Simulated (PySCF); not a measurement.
C₃H₄, SMILES `C=C=C`.

PySCF calculation, B3LYP/def2-SVPD, gas phase; geometry: GFN2-xTB. No frequency check shows the geometry to be a minimum.

Coordinates in Å:

```
C1      -1.2935    0.0001   -0.0001
C2      -0.0000   -0.0003    0.0002
C3       1.2935    0.0001   -0.0001
H4      -1.8608    0.6481    0.6484
H5      -1.8608   -0.6479   -0.6484
H6       1.8608   -0.6485    0.6478
H7       1.8608    0.6487   -0.6479
```

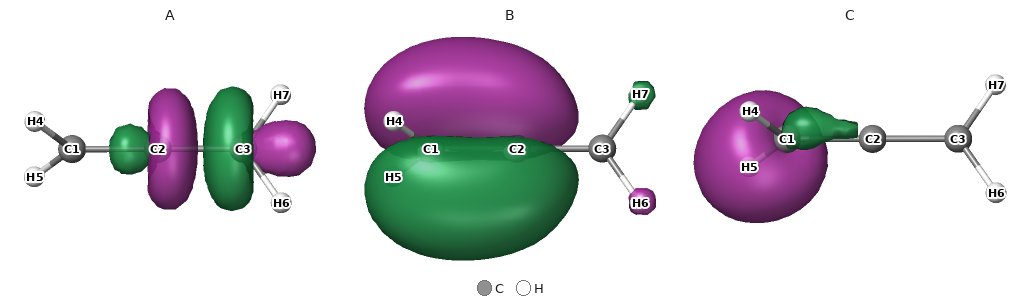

Intrinsic bond orbitals (IBO), occupied and valence-virtual; each surface holds about 85 % of the orbital's density. Energies are diagonal elements of the Fock matrix.

Name the orbitals, with their atomic make-up and energies.

Answer. By panel:
- A: σ* orbital C3–C2 (C3 52 %, C2 48 %; 18.7 eV)
- B: π bond C1–C2 (C1 54 %, C2 44 %; −7.9 eV)
- C: σ bond C1–H5 (C1 58 %, H5 41 %; −13.7 eV)

Which has the smallest and which the largest spatial spread?

Answer. Smallest: C (0.85 Å); largest: B (1.22 Å).

How do all the valence pairs divide up?

Answer. 8 pairs: 6 σ bonds and 2 two-centre π bonds.
